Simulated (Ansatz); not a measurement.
```yaml
atoms:
  - { symbol: C, position_ang: [-0.9160, -0.1469, 0.7205] }
  - { symbol: Hf, position_ang: [0.7820, 0.1252, -0.6149] }
  - { symbol: Cl, position_ang: [2.5173, -1.1128, 0.3256] }
  - { symbol: Cl, position_ang: [0.0839, -0.6964, -2.6805] }
  - { symbol: Cl, position_ang: [1.1961, 2.4180, -0.6327] }
  - { symbol: H, position_ang: [-0.6826, 0.2147, 1.7286] }
  - { symbol: H, position_ang: [-1.1893, -1.2057, 0.7956] }
  - { symbol: H, position_ang: [-1.7915, 0.4038, 0.3577] }
```

Geometry: PBE0-D4/def2-TZVP; core potentials replace the inner electrons of Hf.

These are results of RKS PBE0-D4/def2-TZVPP in Ansatz, not measurements.

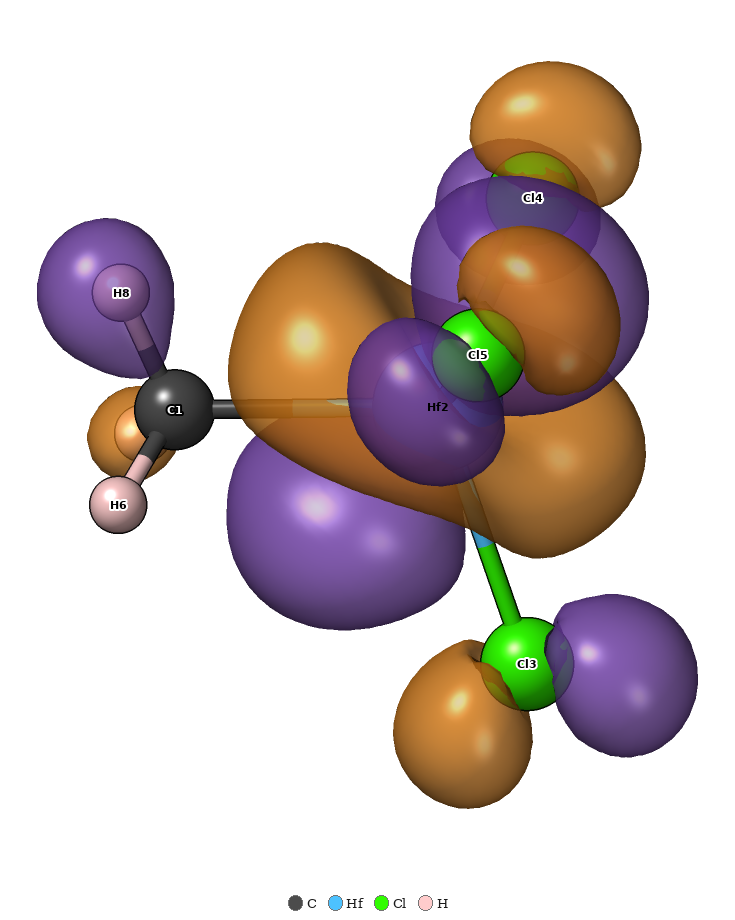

CH₃Cl₃Hf (SMILES [CH3][Hf]([Cl])([Cl])[Cl]). The LUMO at ±0.08 Å⁻³ᐟ² (orange and purple are the two phases), seen across its widest extent.

**Where does this orbital lie, and at what energy?**

Its weight (Hirshfeld) is mainly on Hf2 (about 65 %), Cl3 (about 10 %), Cl4 (about 10 %) and Cl5 (about 10 %). It is one of a degenerate set, so its orientation is arbitrary. Its energy is −1.72 eV.
